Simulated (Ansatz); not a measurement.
## Single-point calculation of C$_{2}$H$_{8}$BNSi

C$_{2}$H$_{8}$BNSi, computed with RKS wB97X-V/def2-TZVPP (Ansatz 0.2.0).

The geometry comes from this level: PBE0-D4/def2-TZVP.

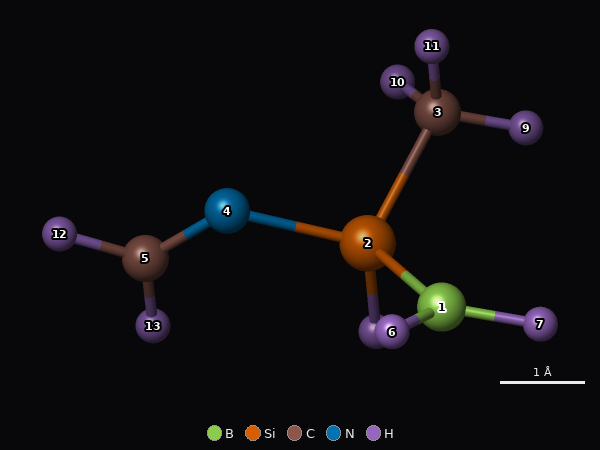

Figure 1. The structure as given in the input (ball-and-stick view, seen at a tilt; atoms are numbered from 1 in the order of the input). Bond lengths as drawn: B–H 1.20 Å, B–Si 2.01 Å, C–H 1.09 to 1.10 Å, C–N 1.26 Å, C–Si 1.87 Å, H–Si 1.51 Å and N–Si 1.75 Å.

### Results in brief

| quantity | value |
| --- | --- |
| outcome | converged |
| total energy | −12246.7254 eV |
| SCF solution under orbital rotations | stable |
| HOMO | −9.39 eV |
| LUMO | −0.08 eV |
| hardware | 4 threads of Arm Neoverse V2, 23 GiB of memory available, shared host |
| wall time | 7.5 s (CPU time 27 s) |
| peak memory | 0.84 GiB |

### The input
```yaml
crystal:
  periodic: [false, false, false]
  atoms:
    - {symbol: B, position_ang: [-1.413858, 1.119539, 1.173248]}
    - {symbol: Si, position_ang: [-0.335281, -0.073514, -0.029556]}
    - {symbol: C, position_ang: [0.095129, -1.703038, 0.785424]}
    - {symbol: N, position_ang: [1.166641, 0.693676, -0.497698]}
    - {symbol: C, position_ang: [1.460672, 1.032483, -1.671268]}
    - {symbol: H, position_ang: [-1.130652, 2.258991, 1.398471]}
    - {symbol: H, position_ang: [-2.413673, 0.694130, 1.678646]}
    - {symbol: H, position_ang: [-1.187539, -0.336250, -1.244276]}
    - {symbol: H, position_ang: [-0.810787, -2.226707, 1.098958]}
    - {symbol: H, position_ang: [0.641461, -2.344164, 0.090023]}
    - {symbol: H, position_ang: [0.723568, -1.542691, 1.663919]}
    - {symbol: H, position_ang: [2.420774, 1.517107, -1.887594]}
    - {symbol: H, position_ang: [0.803742, 0.875637, -2.543300]}
basis:
  gaussian: {orbitals: def2-TZVPP}
hamiltonian: {xc: {name: wB97X-V}}
output: {orbitals: {seedname: orbitals}}
```

Launch command:
```bash
ansatz run in.yaml --threads 4 --pin off --events-out ev --progress --plain --max-ram 10444MiB
```

### The program's output
```
Functional definition: wB97X-V
  name "wB97X-V"
  cite "Mardirossian & Head-Gordon, Phys. Chem. Chem. Phys. 16, 9904 (2014) doi:10.1039/C3CP54374A"
  cite "Becke, J. Chem. Phys. 107, 8554 (1997) doi:10.1063/1.475007"
  cite "Vydrov & Van Voorhis, J. Chem. Phys. 133, 244103 (2010) doi:10.1063/1.3521275"
  parameter omega = 0.3/bohr
  parameter cx = 0.167
  parameter cx1 = 0.603
  parameter cx2 = 1.194
  parameter css0 = 0.556
  parameter css1 = -0.257
  parameter cos0 = 1.219
  parameter cos1 = -1.850
  parameter b = 6.0
  parameter c = 0.01
  exchange = spin_sum(e_x_unif_sr(omega)*poly(b97_u_x, 1 - cx, cx1, cx2)) + cx*exact_x_sr(omega) + exact_x_lr(omega)
  correlation = spin_sum(e_c_pw_same_spin*poly(b97_u_same, css0, css1))
      + integral(e_c_pw_opposite_spin*poly(b97_u_opposite, cos0, cos1)) + vv10(b, c)
1447 factors; their error is unknown
374 factors; integrals over basis functions are off by at most 1.2e-5 eV
mean field evaluation 1: about -12241.3078 eV, gradient 5.1e1 eV
mean field evaluation 2: about -12242.1101 eV, gradient 4.8e1 eV
mean field evaluation 4: about -12246.7063 eV, gradient 2.5e0 eV
mean field evaluation 8: about -12246.7328 eV, gradient 1.0e-1 eV
mean field evaluation 16: about -12246.7254 eV, gradient 6.6e-4 eV
mean field -12246.72541860 eV, -450.0588580049 hartree, gradient 9.1e-6 eV, S^2 0.000000; 0 other end points of the search recorded, 0 dependent functions left out
reference -12246.72541604 eV, -450.0588579107 hartree; 23, 23 occupied and 255, 255 virtual orbitals, 1447 factors
Total energy: -12246.72541604 eV, -450.0588579107 hartree
```

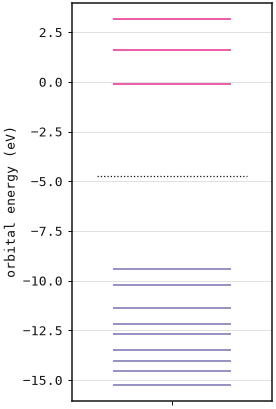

Figure 2. Orbital energies near the frontier; the dotted line parts filled from empty levels, and levels within 0.02 eV of each other stand side by side. Highest filled −9.39 eV, lowest empty −0.08 eV, 9.31 eV apart.
